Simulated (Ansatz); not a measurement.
## Sr2SiS4 (P2_1/m): the dielectric response by several routes

Wanted: ε∞ of Sr2SiS4 (P2_1/m) from perturbation theory, a sum over states and the RPA step of G0W0, with cost.

Main program and level: Ansatz 0.2.0; linear response on r2SCAN, plane waves, PAW.

## 1. Set-up

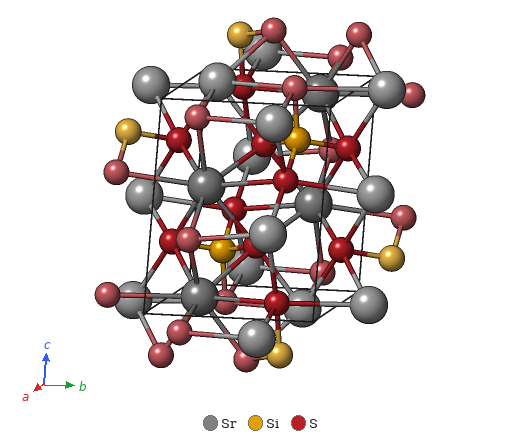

The starting structure, seen slightly off an axis (strontium grey, silicon orange, sulfur red). Some periodic images of atoms are drawn too.

Coordinates:

```cif
data_structure
_symmetry_space_group_name_H-M 'P2_1/m'
_symmetry_Int_Tables_number 11
_cell_length_a 6.6087
_cell_length_b 6.6595
_cell_length_c 8.2623
_cell_angle_alpha 90.000
_cell_angle_beta 108.216
_cell_angle_gamma 90.000
_cell_volume 345.41
loop_
_atom_site_label
_atom_site_type_symbol
_atom_site_symmetry_multiplicity
_atom_site_Wyckoff_symbol
_atom_site_fract_x
_atom_site_fract_y
_atom_site_fract_z
_atom_site_occupancy
Sr1 Sr 2 e 0.28367 0.75000 0.95181 1
Sr2 Sr 2 e 0.22483 0.75000 0.42926 1
Si1 Si 2 e 0.72130 0.75000 0.79685 1
S1 S 2 e 0.88645 0.75000 0.06158 1
S2 S 2 e 0.91690 0.75000 0.63567 1
S3 S 4 f 0.51038 0.50197 0.73725 1
```

The cell and positions are those that the Materials Project relaxed with its own functionals (PBE, PBE+U or r2SCAN), kept fixed. The default PAW set here is soft_2. Its files were made with PBE.

## 2. Response to a homogeneous field

The response to a uniform field gives ε∞, a yardstick for the screening that GW builds on its mesh.

This step: dielectric response by perturbation theory, r2SCAN, plane waves, PAW.

input.yaml reads:

```yaml
crystal:
  lattice:
    - [6.6087392105, 0.0, 0.0]
    - [0.0, 6.65954238, 0.0]
    - [-2.5827482587, 0.0, 7.848229828]
  atoms:
    - { symbol: Sr, position: [0.2836712, 0.75, 0.95180912] }
    - { symbol: Sr, position: [0.7163288, 0.25, 0.04819088] }
    - { symbol: Sr, position: [0.2248299, 0.75, 0.42926377] }
    - { symbol: Sr, position: [0.7751701, 0.25, 0.57073623] }
    - { symbol: Si, position: [0.72130103, 0.75, 0.7968462] }
    - { symbol: Si, position: [0.27869897, 0.25, 0.2031538] }
    - { symbol: S, position: [0.88645343, 0.75, 0.06157594] }
    - { symbol: S, position: [0.11354657, 0.25, 0.93842406] }
    - { symbol: S, position: [0.91690048, 0.75, 0.63566798] }
    - { symbol: S, position: [0.08309952, 0.25, 0.36433202] }
    - { symbol: S, position: [0.51038414, 0.50196672, 0.7372482] }
    - { symbol: S, position: [0.48961586, 0.00196672, 0.2627518] }
    - { symbol: S, position: [0.48961586, 0.49803328, 0.2627518] }
    - { symbol: S, position: [0.51038414, 0.99803328, 0.7372482] }
kpoints:
  mp_grid: { grid: [4, 4, 4] }
hamiltonian:
  xc: r2scan
scf:
  occupations: { method: fixed }
dielectric: {}
```

Launch:

```sh
$ ansatz run input.yaml --threads 24 --pin off --max-ram 82944MiB --backend cuda --events-out ev --progress --plain --runs-dir out --devices 1 --max-vram 78GiB
```

Numbers of over 12 decimals in the logs are rounded to 6 here.

The program printed:

```text
GPUs: using 1 of 1 available (devices: 1).
Engine: ansatz 0.2.0, aarch64-unknown-linux-gnu
Pseudopotentials: kind: paw
Pseudopotential: Sr, paw, valence charge 10, recommended cutoff 500 eV (meta_gga), Sr.paw.azcp
Pseudopotential: Si, paw, valence charge 4, recommended cutoff 500 eV (meta_gga), Si.paw.azcp
Pseudopotential: S, paw, valence charge 6, recommended cutoff 500 eV (meta_gga), S.paw.azcp
Functional definition: r2SCAN
  parameter k0 = 0.174
  parameter k1 = 0.065
  parameter a1 = 4.9479
  exchange = r2scan_x(k0 = k0, k1 = k1, a1 = a1)
  correlation = r2scan_c
concurrent solve slots: 18 of 24 are kept, ahead of what memory takes: no pass of the eigensolver takes more rounds on 18
[...]
Crystal: 14 atoms, lattice volume = 345.410 Å³
Basis set: ecut = 500 eV, 8735 PW (Γ), exchange–correlation on 200×200×256 points (64 copies of the dense FFT grid, shifted against one another)
Bands: 62, of which v1, the nominal top of the filled ones, is band 48 counted from 1 (47 counted from 0)
Symmetry: 4 space group operations
k-points: 36 of 64 (irreducible under 1 space group operation, time reversal used)
Non-local potential: Sr, projectors of the file, l = 0: 3, l = 1: 2, l = 2: 2
Non-local potential: Si, projectors of the file, l = 0: 2, l = 1: 2, l = 2: 2
Non-local potential: S, projectors of the file, l = 0: 2, l = 1: 2, l = 2: 2
PAW form: soft (Blöchl's): semilocal exchange-correlation on the pseudo side does not see the compensation charge
PAW frozen core: Sr, regenerated for the run's functional (the file was generated under x = pbe(κ = 0.804, μ = 0.219515), c = pbe(β = 0.066725))
PAW frozen core: Si, regenerated for the run's functional (the file was generated under x = pbe(κ = 0.804, μ = 0.219515), c = pbe(β = 0.066725))
PAW frozen core: S, regenerated for the run's functional (the file was generated under x = pbe(κ = 0.804, μ = 0.219515), c = pbe(β = 0.066725))
PAW one-centre angular grid: Sr, 302 points (default); XC on 160 Gauss nodes
PAW one-centre angular grid: Si, 302 points (default); XC on 160 Gauss nodes
PAW one-centre angular grid: S, 302 points (default); XC on 160 Gauss nodes
Initial density: superposition of atomic densities (neutral atoms: chi_scale 0, normalization atom), corrected by the library's trained network
Initial wavefunctions: pseudopotential atomic-orbital guess
[...]
Functional: x = r2scan, c = r2scan; τ floored in thin density (d = 2e-4 eV/Å³)
SCF iter   1: F=—  HF=-22770.372409 eV  |F-HF|=—  |Δ(HF+E_count)|=         —  Δρ=4.25e-3  dr2=6.24e-2  dr2_τ=1.32e-1  ethr=1.77e-3  ⟨swp⟩=6.8  Hψ=9125  notcnv=0  defer=400
preconditioner: auto → Resta (q_TF=auto, 2.204 Å⁻¹)  ε∞=3.0  [insulator: Δε(μ)=3.415 eV  Ē_g=13.381 eV  n_scr=64 (ndim 8)  ℏωp=18.7 eV  f_vac=0.008  ε∞_Penn≈3.0]
SCF iter   2: F=—  HF=-22770.619500 eV  |F-HF|=—  |Δ(HF+E_count)|=   2.47e-1  Δρ=2.59e-3  dr2=1.70e-2  dr2_τ=7.10e-4  ethr=6.50e-5  ⟨swp⟩=3.2  Hψ=4559  notcnv=0  defer=432
[...]
SCF iter   9: F=-22770.616040 eV  HF=-22770.616040 eV  |F-HF|=1.46e-11  |Δ(HF+E_count)|=  8.22e-10  Δρ=1.27e-7  dr2=7.25e-11  dr2_τ=7.43e-12  ethr=1.00e-12  ⟨swp⟩=21.8  Hψ=15886  notcnv=0
SCF 1 converged in 9 iterations: F = -22770.616040 eV  dr2 = 7.25e-11
  greatest PAW one-centre occupation: 0.988 electrons in one spin orbital (limit 2), on the Sr atom at site 1 (counted from 0), in its partial waves of l = 0
the response reads at least the filled bands of the reference SCF and the lowest empty band at each k-point, and that SCF's band table does not vouch for those bands. The notice of the band table in this run's record says why
[...]
NSCF: frozen V_eff on 1 k-points
[...]
NSCF: frozen V_eff on 1 k-points
[...]
DFPT response loops at Γ: preconditioner auto → Resta (q_TF=auto, 2.204 Å⁻¹)  ε∞=4.2 (no band partly filled); β = 1.00, the filter's whole step (`scf.mixing.beta` (0.50) is not read by the response loops at its default; to damp them type it under 1.00, their step now; it binds the ground state too); Broyden in place of MSR1
── the response to a field inside a basis, on 4×4×4 k-points: an SCF that follows is theirs, and a resumed run solves both again ──
[...]
Bands: 49, of which v1, the nominal top of the filled ones, is band 48 counted from 1 (47 counted from 0)
k-points: 16 of 64
[...]
Eigensolver: Dense (16 Hₖ)
SCF iter   1: F=—  HF=-22770.221328 eV  |F-HF|=—  |Δ(HF+E_count)|=         —  Δρ=5.27e-4  dr2=4.08e-4  dr2_τ=9.38e-5  ethr=1.00e-1
preconditioner: auto → Resta (q_TF=auto, 2.204 Å⁻¹)  ε∞=3.4  [insulator: Δε(μ)=3.635 eV  Ē_g=12.027 eV  n_scr=64 (ndim 8)  ℏωp=18.7 eV  f_vac=0.007  ε∞_Penn≈3.4]
SCF iter   2: F=—  HF=-22770.221586 eV  |F-HF|=—  |Δ(HF+E_count)|=   2.58e-4  Δρ=2.77e-4  dr2=1.11e-4  dr2_τ=1.21e-5  ethr=4.25e-7
SCF iter   3: F=—  HF=-22770.221693 eV  |F-HF|=—  |Δ(HF+E_count)|=   1.07e-4  Δρ=3.45e-5  dr2=4.83e-6  dr2_τ=4.12e-7  ethr=1.16e-7
SCF iter   4: F=—  HF=-22770.221694 eV  |F-HF|=—  |Δ(HF+E_count)|=   9.92e-7  Δρ=7.67e-6  dr2=3.54e-7  dr2_τ=2.12e-8  ethr=5.04e-9
SCF iter   5: F=-22770.221694 eV  HF=-22770.221694 eV  |F-HF|=9.98e-9  |Δ(HF+E_count)|=   8.03e-9  Δρ=1.91e-6  dr2=1.18e-8  dr2_τ=9.82e-10  ethr=3.68e-10
SCF 1 converged in 5 iterations: F = -22770.221694 eV  dr2 = 1.18e-8
[...]
DFPT response loops at Γ: preconditioner auto → Resta (q_TF=auto, 2.204 Å⁻¹)  ε∞=4.1 (no band partly filled); β = 1.00, the filter's whole step (`scf.mixing.beta` (0.50) is not read by the response loops at its default; to damp them type it under 1.00, their step now; it binds the ground state too); Broyden in place of MSR1
SCF converged after 9 iterations
Free energy (F): -22770.616040 eV
Harris-Foulkes:  -22770.616040 eV  (|F-HF|=1.46e-11)
Internal energy: -22770.616040 eV  (E = F + TS)
E sigma→0 (E₀):  -22770.616040 eV
Fermi energy:    5.277257 eV
--- Per-component energies (eV) ---
  E_band       = -479.309238
  E_kinetic    = 1928.899388
  E_local      = -3757.193305  (includes V_loc(G=0)·N_el)
  E_nonlocal   = 1076.613846
  E_hartree    = 992.673917
  E_xc         = -1500.211222
  E_vxc        = -1579.212386  (∫ρ·V_xc dr)
  E_paw        = -16777.485154  (= ΣΔE_a)
  E_vpaw       = -212.045874  (= ΣTr[D̂ρ^β])
  E_aug_tail   = 0.000013  (compensation charges beyond the density's cutoff)
  E_vtau       = 78.281238  (kinetic-family band-sum trace: ∫τ·v_τ [+ j·A + Jᵃ·Aᵃ] dr)
  E_ewald      = -4732.298378
  E_core_change = -1.615146  (= ΣΔE_core)
  E_smearing   = -0.000000  (= −TS)
  E_closure    = -0.000000  (closes the sum)
  Σ components = -22770.616040   (vs F -22770.616040, Δ=0.00e0)
--- Band table (eV; the first three rows and the last of 36) ---
  k-point 0: bands = [... 44 lower, 4.7771, 4.9595, 5.0741, 5.2773, 9.1886, 9.4366, 9.5368, 9.7737, ... 10 higher]
  k-point 1: bands = [... 44 lower, 4.7677, 4.9717, 5.0120, 5.2172, 9.2704, 9.5256, 9.6089, 9.7997, ... 10 higher]
  k-point 2: bands = [... 44 lower, 4.6695, 4.8359, 5.0287, 5.1821, 9.3437, 9.5886, 9.6487, 9.7963, ... 10 higher]
  k-point 35: bands = [... 44 lower, 4.5787, 4.5787, 4.6865, 4.6865, 9.9831, 9.9831, 10.0818, 10.0818, ... 10 higher]
--- Dielectric response (ions clamped): 3 representative field directions + reference, inside a basis on a mesh of 64 k-points (Σ response iterations 12) ---
  ε∞ (high-frequency dielectric tensor):
        4.352397     0.000000    -0.025674
        0.000000     4.368400    -0.000000
       -0.025674    -0.000000     4.361695
  Born effective charges Z* (e; rows j = field, columns β = displacement):
    site 0:
         2.65463    0.00000   -0.23774
         0.00000    2.35082   -0.00000
        -0.02868   -0.00000    2.07661
    site 1:
         2.65463    0.00000   -0.23774
         0.00000    2.35082   -0.00000
        -0.02868   -0.00000    2.07661
    site 2:
         2.44879   -0.00000    0.10735
         0.00000    2.52329   -0.00000
        -0.09497   -0.00000    3.13354
    site 3:
         2.44879   -0.00000    0.10735
         0.00000    2.52329   -0.00000
        -0.09497   -0.00000    3.13354
    site 4:
         2.59928    0.00000   -0.06501
         0.00000    2.31079   -0.00000
        -0.08285   -0.00000    2.63205
    site 5:
         2.59928    0.00000   -0.06501
         0.00000    2.31079   -0.00000
        -0.08285   -0.00000    2.63205
    site 6:
        -1.70052    0.00000   -0.38881
         0.00000   -1.49435    0.00000
        -0.47133    0.00000   -2.58576
    site 7:
        -1.70052    0.00000   -0.38881
         0.00000   -1.49435    0.00000
        -0.47133    0.00000   -2.58576
    site 8:
        -2.54333   -0.00000    0.69391
        -0.00000   -1.50525    0.00000
         0.73333    0.00000   -1.96906
    site 9:
        -2.54333   -0.00000    0.69391
        -0.00000   -1.50525    0.00000
         0.73333    0.00000   -1.96906
    site 10:
        -1.72942   -0.09791   -0.05485
        -0.10196   -2.09265   -0.08700
        -0.02775   -0.03087   -1.64369
    site 11:
        -1.72942    0.09791   -0.05485
         0.10196   -2.09265    0.08700
        -0.02775    0.03087   -1.64369
    site 12:
        -1.72942   -0.09791   -0.05485
        -0.10196   -2.09265   -0.08700
        -0.02775   -0.03087   -1.64369
    site 13:
        -1.72942    0.09791   -0.05485
         0.10196   -2.09265    0.08700
        -0.02775    0.03087   -1.64369
  Z* charge neutrality: 8.851e-2 e pre-enforcement
  solved inside a basis spanned on kpoints, on 4×4×4 k-points, its susceptibility summed on 6×6×6: ε∞ is read to err by 2.2e-2, Z* by 3.7e-2 e (field_mesh: kpoints solves on kpoints); Z* is corrected for what the basis lacks
```

Wall time 17 s (1 × NVIDIA GB200 (shared by 2 runs) with 24 threads of Arm Neoverse V2, shared host); peak memory 6.2 GiB.

Numbers from this step:

| Item | Value |
| --- | --- |
| stated error of ε∞ | 0.022 |

One over ε∞ averages 0.23, near the quarter of exact exchange in PBE0.

High-frequency dielectric tensor:

```
 4.35  0.00 -0.03
 0.00  4.37  0.00
-0.03  0.00  4.36
```

Born effective charge (e), principal values of the symmetric part by kind of site:

| atom | atoms with these values | low | middle | high | mean |
| --- | --- | --- | --- | --- | --- |
| Sr1 | 2 | 2.05 | 2.35 | 2.68 | 2.36 |
| Sr3 | 2 | 2.45 | 2.52 | 3.13 | 2.70 |
| Si5 | 2 | 2.31 | 2.54 | 2.69 | 2.51 |
| S7 | 2 | -2.76 | -1.53 | -1.49 | -1.93 |
| S9 | 2 | -3.03 | -1.51 | -1.49 | -2.01 |
| S11 | 4 | -2.13 | -1.71 | -1.63 | -1.82 |

In full for S11:

```
-1.73 -0.10 -0.05
-0.10 -2.09 -0.09
-0.03 -0.03 -1.64
```

## 3. Independent-particle spectrum

The independent-particle spectrum shows where the oscillator strength lies, before excitons and local fields.

This step: independent-particle optics on r2SCAN, plane waves, PAW.

input.yaml, as its differences from that of step 2:

```diff
@@ -26,2 +26,4 @@
   occupations: { method: fixed }
-dielectric: {}
+  n_extra_bands: 236
+output:
+  optics: { e_range: [0, 25], de: 0.1, sigma: 0.2 }
```

The program printed:

```text
[...]
GPUs: using 1 of 1 available (devices: 1).
[...]
Crystal: 14 atoms, lattice volume = 345.410 Å³
Basis set: ecut = 500 eV, 8735 PW (Γ), exchange–correlation on 200×200×256 points (64 copies of the dense FFT grid, shifted against one another)
Bands: 284, of which v1, the nominal top of the filled ones, is band 48 counted from 1 (47 counted from 0)
Symmetry: 4 space group operations
[...]
k-points: 30 of 64
[...]
SCF iter   1: F=—  HF=-22770.376877 eV  |F-HF|=—  |Δ(HF+E_count)|=         —  Δρ=4.22e-3  dr2=5.88e-2  dr2_τ=1.31e-1  ethr=1.77e-3  ⟨swp⟩=4.1  Hψ=30649  notcnv=0  defer=6901
[...]
SCF iter   6: F=—  HF=-22770.616699 eV  |F-HF|=—  |Δ(HF+E_count)|=   4.51e-6  Δρ=1.97e-5  dr2=8.40e-7  dr2_τ=6.20e-8  ethr=2.02e-8  ⟨swp⟩=2.0  Hψ=2331  notcnv=0  defer=6899
[...]
SCF iter   9: F=—  HF=-22770.616040 eV  |F-HF|=—  |Δ(HF+E_count)|=  4.40e-10  Δρ=4.32e-7  dr2=7.07e-10  dr2_τ=7.31e-11  ethr=8.18e-12  ⟨swp⟩=2.0  Hψ=2757  notcnv=0  defer=6899
SCF iter  10: F=—  HF=-22770.616040 eV  |F-HF|=—  |Δ(HF+E_count)|=  1.64e-10  Δρ=8.95e-8  dr2=2.05e-11  dr2_τ=6.51e-12  ethr=1.00e-12  ⟨swp⟩=2.0  Hψ=2337  notcnv=0  defer=6899
[...]
SCF 1 converged in 11 iterations: F = -22770.616040 eV  dr2 = 2.50e-12
[...]
SCF converged after 11 iterations
[...]
k-point 29: bands = [... 44 lower, 4.5787, 4.5787, 4.6865, 4.6865, 9.9831, 9.9831, 10.0818, 10.0818, ... 10 higher]
```

Wall time 22 s (1 × NVIDIA GB200 (shared by 2 runs) with 24 threads); peak memory 7 GiB; 2.7 min of CPU time.

Numbers from this step:

```
ε∞ without local fields (xx, yy, zz)                                   : 4.810, 4.720, 4.886
electrons in the f-sum (xx, yy, zz)                                    : 88.64, 88.56, 88.63
bands in the explicit sum (the static value is completed to all bands) : 284
```

The sum gives ε∞ = 4.81, 4.72 and 4.89 without local fields.

The ε₂ has structure finer than the step of the table below, so its rows give means over 2 eV, whole bins alone (the curve runs from 0 to 25 eV). Peaks (eV: height): xx 6.6: 7.87, 8.1: 8.33, 23.2: 1.48; yy 7.6: 8.84, 23.3: 1.82; zz 6.3: 8.51, 23.3: 1.45.

Independent particles, no local fields, Gaussian width 0.2 eV. ε₂ against photon energy; means over each step:

| photon energy (eV) | xx | yy | zz |
| --- | --- | --- | --- |
| 2 | 0 | 0 | 0 |
| 4 | 0.925 | 1.06 | 1.17 |
| 6 | 7.12 | 6.52 | 6.99 |
| 8 | 6.86 | 6.80 | 7.04 |
| 10 | 3.09 | 3.04 | 3.44 |
| 12 | 1.87 | 1.83 | 1.64 |
| 14 | 0.869 | 0.916 | 0.838 |
| 16 | 0.483 | 0.496 | 0.482 |
| 18 | 0.302 | 0.350 | 0.289 |
| 20 | 0.343 | 0.271 | 0.328 |
| 22 | 1.02 | 1.12 | 0.887 |
| 24 | 1.17 | 1.38 | 1.21 |

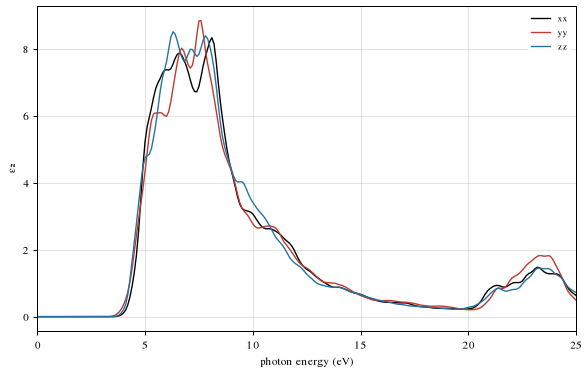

ε₂ against photon energy.

Independent particles, no local fields, Gaussian width 0.2 eV. The loss function by photon energy; read off at these points:

| photon energy (eV) | xx | yy | zz |
| --- | --- | --- | --- |
| 2.0 | 0 | 0 | 0 |
| 4.0 | 0.00198 | 0.00640 | 0.00344 |
| 6.0 | 0.0872 | 0.0861 | 0.0748 |
| 8.0 | 0.120 | 0.137 | 0.123 |
| 10.0 | 0.289 | 0.320 | 0.250 |
| 12.0 | 0.375 | 0.431 | 0.411 |
| 14.0 | 0.936 | 0.908 | 0.956 |
| 16.0 | 2.25 | 1.99 | 2.10 |
| 16.6 | 2.04 | 1.79 | 2.41 |
| 18.0 | 1.14 | 1.11 | 1.18 |
| 20.0 | 0.238 | 0.249 | 0.304 |
| 22.0 | 0.494 | 0.363 | 0.490 |
| 24.0 | 0.761 | 0.601 | 0.757 |

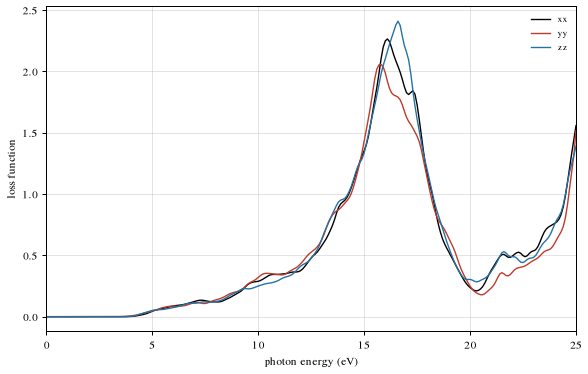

Loss function, plotted against photon energy.

(Part 1 of 2 ends here.)

[Paths, hosts, dates, memory and timing lines, banners, echoed tables and standing remarks are left out of the program output.]

[Logs are printed without paths, hosts, clocks, repeated set-up lines and the standing remarks that a program may print on its own settings, such as how far it seeks lower states.]

[Runs of the session that timed out or met a known fault of the program may be left out.]

[Cells called generated may have been cut or substituted from an entry of the Crystallography Open Database or the Materials Project.]

[Hosts, paths, dates, database ids (printed as entryN), source tags and the programs' standing remarks are cut or masked in the printed files.]
